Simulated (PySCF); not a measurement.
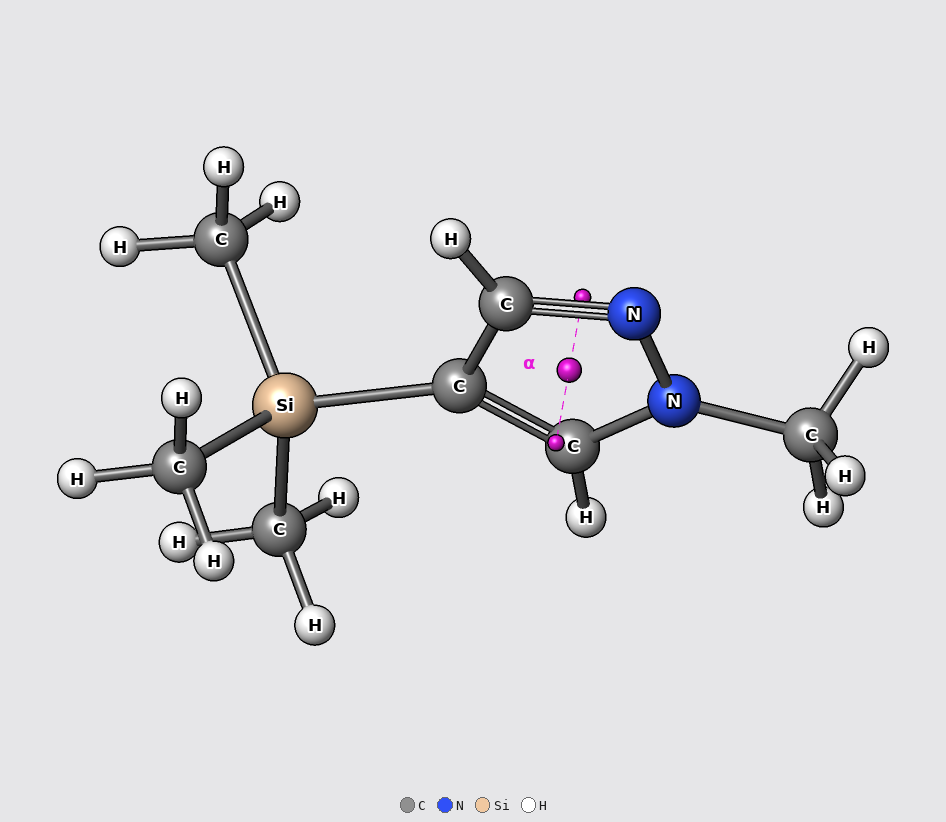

The small points mark where nucleus-independent chemical shifts (NICS) were computed: at the centre of each lettered ring and 1 Å above and below it. Computed geometry: GFN2-xTB optimisation. No frequency run is at hand to confirm it as a minimum. Properties computed with GIAO PBE0/pcSseg-1 NMR shielding, non-relativistic, gas phase (PySCF 2.14.0).

Give NICS(0), NICS(1) and the out-of-plane component NICS(1)zz for each ring (means of the two sides).

```csv
ring,members,NICS(0),NICS(1),NICS(1)zz
α,C3N2,−12.7,−12.0,−30.3
```

Values in ppm.

Question. What do the values say about the ring currents?

Answer. Ring α: diatropic, as in an aromatic ring. NICS is one index among several.

The geometry is semi-empirical. Around Si such bond lengths and angles can be off by a tenth of an ångström or more and by several degrees, and values that hang on the shape move with them.
